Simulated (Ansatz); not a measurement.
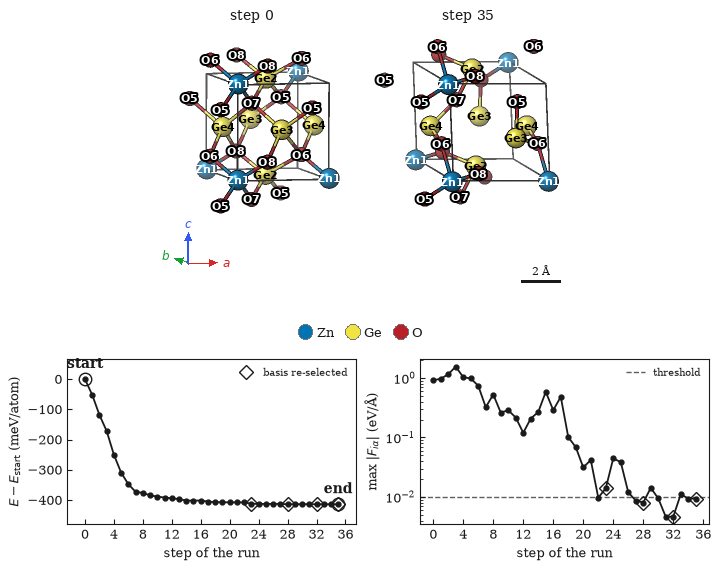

First and last geometry of a relaxation of crystalline ZnGe$_{3}$O$_{4}$ (built on the CdHg3Te4-215 type type), with the history of the run. A ball-and-stick model of the cell of the calculation, reduced to other axes, seen slightly off an axis. Lengths and directions refer to the drawn axes.

Case: shaken.

Method: DFT, PBEsol, plane waves, PAW in Ansatz 0.2.0.

Input
```yaml
crystal:
  lattice:
    - [5.0010981246, -0.0301981931, -0.0493734776]
    - [-0.0301981931, 4.9610340914, -0.0377774165]
    - [-0.0493734776, -0.0377774165, 4.951200027]
  atoms:
    - { symbol: Zn, position: [-0.0062813125, -0.0181440304, -0.0118208054] }
    - { symbol: Ge, position: [0.0004741612, 0.4960475672, 0.5200518512] }
    - { symbol: Ge, position: [0.4779963546, -0.0126281016, 0.5133154963] }
    - { symbol: Ge, position: [0.4979731077, 0.4788006184, -0.014591954] }
    - { symbol: O, position: [0.2273649421, 0.2253123869, 0.2584557795] }
    - { symbol: O, position: [0.7650699371, 0.7770371975, 0.2244417605] }
    - { symbol: O, position: [0.2227148927, 0.7655109439, 0.7642155895] }
    - { symbol: O, position: [0.7793644068, 0.2562331729, 0.759754335] }
kpoints:
  mp_grid: { grid: [4, 4, 4] }
hamiltonian:
  xc: pbesol
scf:
  occupations: { method: fermi_dirac, width: 0.05 }
relax:
  f_tol: 0.01
  cell: {}
  max_steps: 120
```

Run as
```bash
ansatz run input.yaml --threads 4 --pin off --max-ram 4608MiB --backend cpu --events-out ev --progress --plain --runs-dir out
```

### What do the curves and the structures tell?

It converged. The largest moves relative to the cell, 1.10 Å, are those of Ge3 and O6. O6 goes roughly along [3 −1 2]. Largest moves by element: O 1.10 Å, Ge 1.09 Å, Zn 0.15 Å. Cell: a 4.952 → 5.119 Å (+3.4 %), b 4.961 → 4.818 Å (−2.9 %), c 5.001 → 5.009 Å (+0.2 %), α 90.7° → 76.9°, β 91.1° → 92.3°, γ 90.9° → 99.2°. Volume −3.3 %. Near-neighbour distances that change, for instance: Ge3–O7 2.111 → 3.976 Å, Ge4–O5 2.307 → 3.553 Å, Ge2–O6 2.346 → 3.543 Å, Ge3–O8 2.317 → 2.965 Å. Bonds break, among them: Ge3–O7 (2.11 → 3.98 Å). Among the angles between lasting bonds that change: Ge2–O7–Ge4 100.9° → 144.5°, Zn1–O6–Ge3 121.4° → 100.9°, Zn1–O6–Ge4 111.5° → 131.5°. The space group stays P1 (No. 1). The energy falls by 414 meV per atom in 31 accepted moves (35 points after the start). The largest force component goes from 0.92 to 0.0094 eV/Å. The pressure goes from −1.97 to −0.01 GPa. The SCF was repeated 4 times at an unchanged geometry on a basis and grid sized afresh for the cell, which shifted the energy by 4.5 meV per atom at most.

```csv
step,"E − E(0), meV/atom","largest force component, eV/Å","pressure, GPa","volume, Å³/atom",note
0,0.00,0.9181,-1.97,15.352,
1,-51.48,0.9744,-1.13,14.958,
2,-118.05,1.1579,-1.50,14.411,
3,-171.36,1.5611,-1.01,13.883,
4,-249.60,1.0309,0.15,13.703,
5,-309.03,0.9851,1.09,13.766,
6,-347.47,0.7416,0.48,13.946,
7,-372.47,0.3234,-0.46,14.089,
8,-376.34,0.5286,0.15,14.146,
9,-384.40,0.2622,-0.25,14.124,
10,-388.30,0.2874,-0.13,14.113,
11,-391.69,0.2164,-0.10,13.983,
13,-396.76,0.2081,-0.17,13.930,
14,-401.67,0.2683,0.08,14.029,
15,-401.78,0.5858,0.89,14.391,
17,-404.79,0.4837,-0.45,14.489,
18,-406.88,0.1015,0.34,14.468,
19,-407.21,0.0687,-0.06,14.480,
21,-407.61,0.0418,0.01,14.420,
22,-407.64,0.0097,0.01,14.426,
23,-412.13,0.0139,0.41,14.426,"same geometry, new basis"
24,-412.70,0.0446,0.07,14.594,
26,-412.65,0.0119,-0.04,14.685,
27,-412.68,0.0087,-0.01,14.677,
28,-413.75,0.0080,0.10,14.677,"same geometry, new basis"
30,-413.55,0.0094,-0.01,14.775,
31,-413.52,0.0046,-0.02,14.786,
32,-413.92,0.0047,0.00,14.786,"same geometry, new basis"
34,-413.76,0.0094,-0.01,14.845,
35,-413.95,0.0094,-0.01,14.845,"same geometry, new basis"
```
